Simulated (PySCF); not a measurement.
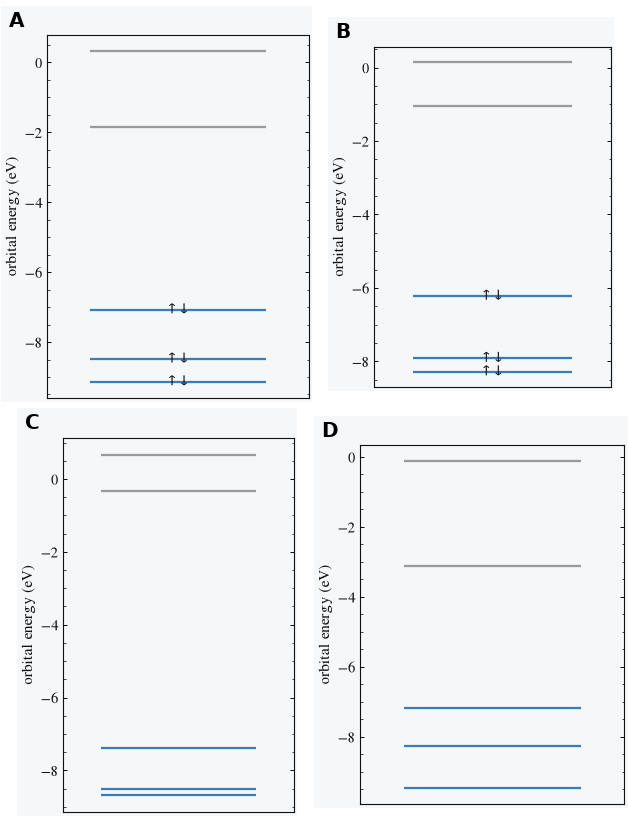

Kohn-Sham orbital energies near the frontier, PBE0/def2-SVPD with PySCF 2.14.0, at a GFN2-xTB geometry (no frequency check), isolated molecule; empty levels in grey, levels within 0.03 eV side by side.

Question: Which panel belongs to which molecule?
1. C₇H₄ClN, SMILES C=C1C=C(Cl)C=C1C#N
2. C₅H₆S, SMILES C#CC(=C)SC
3. C₅H₇NO, SMILES CCc1ccno1
4. C₂H₈AsB, SMILES B[AsH]CC

Answer: A: 4 (HOMO −7.08 eV, LUMO −1.84 eV)
B: 2 (HOMO −6.22 eV, LUMO −1.05 eV)
C: 3 (HOMO −7.40 eV, LUMO −0.32 eV)
D: 1 (HOMO −7.18 eV, LUMO −3.12 eV)

Limits of at least one run: empty levels above zero depend strongly on the basis; one conformer of a flexible molecule; the tight-binding geometry is rougher than a DFT one and adds to the error.
